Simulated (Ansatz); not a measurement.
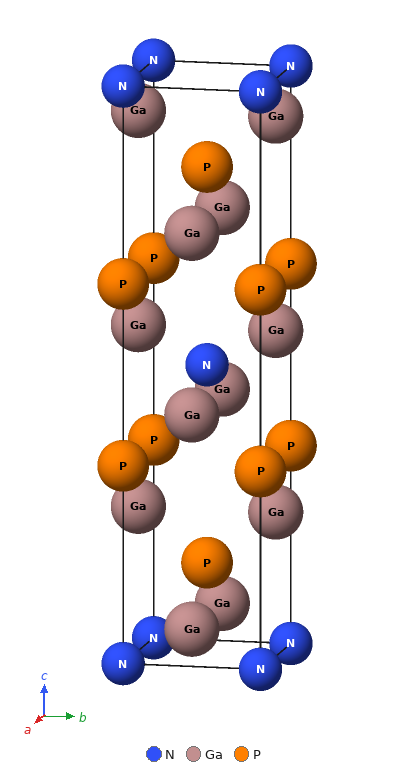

The image is a spheres-only drawing of a crystal, viewed slightly off an axis. The frame is the conventional unit cell; atoms at its boundary are shown with their periodic copies.

Ga₃P₂N, space group I-4m2 (No. 119), a = 3.649 Å, b = 3.649 Å, c = 15.256 Å, α = 90.00°, β = 90.00°, γ = 90.00°. Provenance: a structure type filled with these elements by a generator (whether the compound takes this form wasn't checked). Earlier steps of the study, as a rule a relaxation of our own, may have changed the cell and positions, so they can lie some per cent off the listed ones. A calculation with Ansatz used it as input.

This one geometry was computed with Ansatz (DFT, plane waves, PAW) at five levels of theory: HSE06, PBE with spin-orbit coupling, PBE0, r2SCAN and PBE. It was relaxed beforehand with r2SCAN.

Which level gives the highest pressure at this volume, and what does that say about its equilibrium volume?

Highest: PBE with spin-orbit coupling (3.3 GPa) and PBE (3.3 GPa), which points to the largest equilibrium volume. Lowest, with the smallest volume: HSE06 (0.5 GPa), PBE0 (0.3 GPa) and r2SCAN (0.0 GPa). Levels within 0.5 GPa of each other can't be told apart.

How does the band gap change with the level of theory?

PBE with spin-orbit coupling: a gap of 0.27 eV, direct; PBE: a gap of 0.29 eV, direct; r2SCAN: a gap of 0.61 eV, direct; HSE06: a gap of 1.06 eV, direct; PBE0: a gap of 1.70 eV, direct.

Collect the results in a table.

| level | cutoff (eV) | k-mesh of the run's cell | gap (eV) | pressure (GPa) |
| --- | --- | --- | --- | --- |
| HSE06 | 420 | 6×6×6 | 1.06 | 0.5 |
| PBE with spin-orbit coupling | 420 | 10×10×10 | 0.27 | 3.3 |
| PBE0 | 420 | 6×6×6 | 1.70 | 0.3 |
| r2SCAN | 500 | 10×10×10 | 0.61 | 0.0 |
| PBE | 420 | 10×10×10 | 0.29 | 3.3 |

Gaps are taken on the k-mesh or band path of each run.
